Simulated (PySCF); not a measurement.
C4H14B2O2Si (SMILES CBOBO[Si](C)(C)C)

Input

```
{"job": {"kind": "nmr", "xc": "PBE0", "basis": "pcSseg-1"}, "charge": 0, "multiplicity": 1}
C      2.648421    -1.645157    -1.626670
B      2.461246    -1.346310    -0.070920
O      2.154343    -0.152297     0.358269
B      1.681065     1.039175     0.660607
O      0.363352     1.291159     0.695275
Si    -1.134341     0.683332     0.455512
C     -1.155215    -1.226079     0.439249
C     -2.178226     1.352986     1.902288
C     -1.748089     1.369508    -1.215643
H      2.049874    -2.498662    -1.937756
H      2.381460    -0.797112    -2.251881
H      3.683528    -1.903645    -1.841751
H      2.632726    -2.209773     0.721165
H      2.425616     1.916153     0.926460
H     -0.633037    -1.618252    -0.429402
H     -0.656528    -1.625176     1.318450
H     -2.164493    -1.625817     0.424084
H     -2.210627     2.438409     1.894894
H     -3.200771     0.994510     1.840519
H     -1.779338     1.045941     2.864930
H     -1.614743     2.446372    -1.266980
H     -1.207707     0.935415    -2.052514
H     -2.803269     1.162306    -1.363157
```

Command:

```sh
OMP_NUM_THREADS=1 python probes_run.py task.json out
```

Geometry: GFN2-xTB.

The calculation used PBE0/pcSseg-1, SCF density, gas phase, non-relativistic (PySCF).

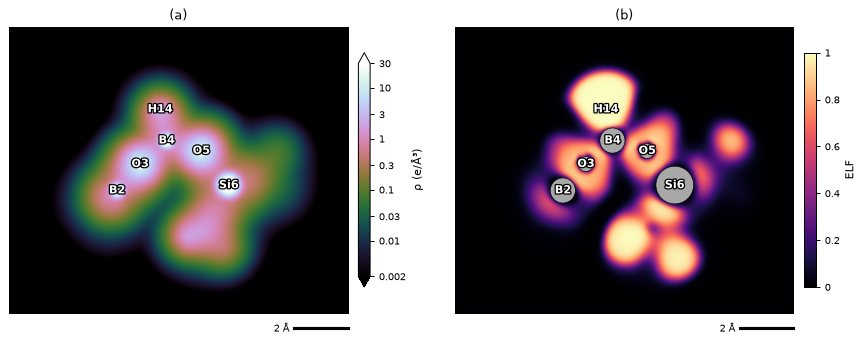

Figure 1. (a) total electron density; (b) ELF on the plane of atoms O5, B4 and H14. Grey discs cover the atomic cores in the ELF map.

### Interpret the plot.

Atoms in the plane: B, O, Si and H.
B–O (1.31 Å): ρ at the midpoint is about 2.3 e/Å³; the ELF peaks at about 0.90 between the atoms; a short, strongly polar bond.
Si–O (1.63 Å): the density is about 1.1 e/Å³ at the midpoint; the ELF peaks at about 0.85 between the atoms: a polar covalent bond.
B–H (1.18 Å): ρ at the midpoint is about 1.3 e/Å³; the ELF climbs to about 1 towards the hydrogen, as it does in any bond to H (a covalent bond by its length).
The ELF also peaks beside O5, away from the bonds: lone-pair regions.

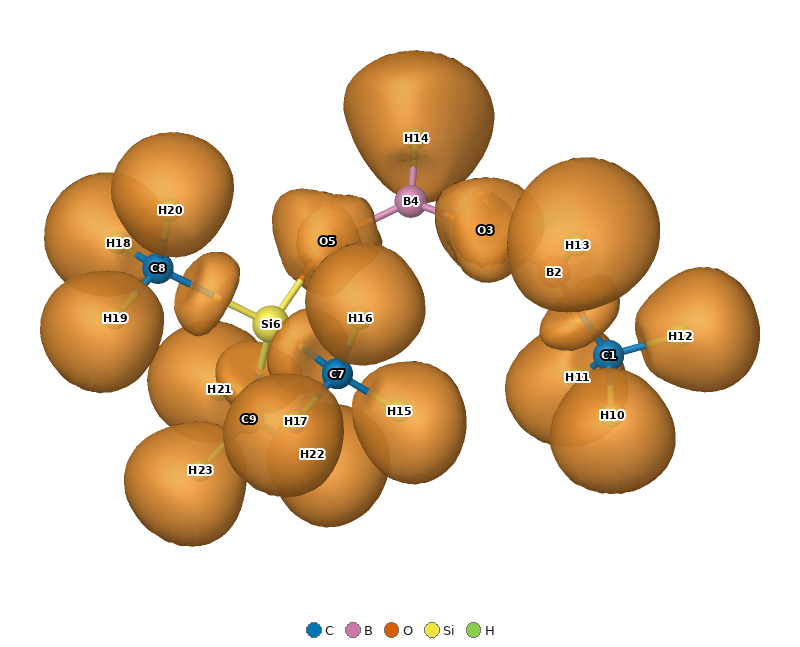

Figure 2. Isosurface of the electron localisation function at 0.8 (orange), seen at a tilt. Only the valence region is drawn (cores and ρ < 0.01 e/Å³ removed).

### What do the ELF domains correspond to?

At this value the surface marks out one region between bonded B–C atoms (shared pairs), three regions between bonded C–Si atoms (shared pairs), 14 regions around hydrogen nuclei and two regions on O in which the atom's valence shell and bonds are merged. Profiles from the grid: C–B (1.60 Å): the ELF peaks at about 1 between the atoms, as expected for a covalent bond.

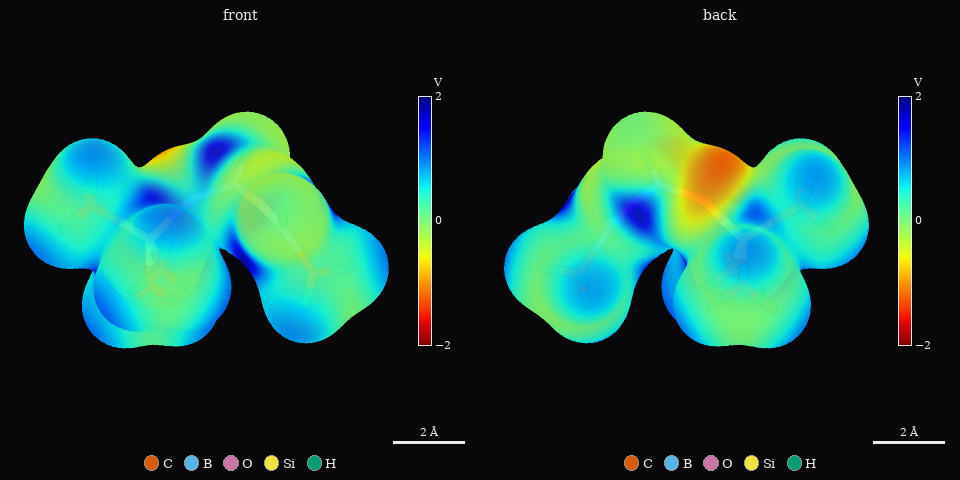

Figure 3. The molecular electrostatic potential painted on the density surface at 0.004 e/bohr³, seen from the front and from behind; the colour scale runs from red (negative) to blue (positive).

### Which sites attract a positive test charge, and which a negative one?

A positive charge is drawn to the negative regions and a negative charge to the positive ones. The most negative region (about −1.2 V) lies over O5, the most positive (about +1.8 V) over B2, B4 and Si6. O5 is the likeliest acceptor of a hydrogen bond.
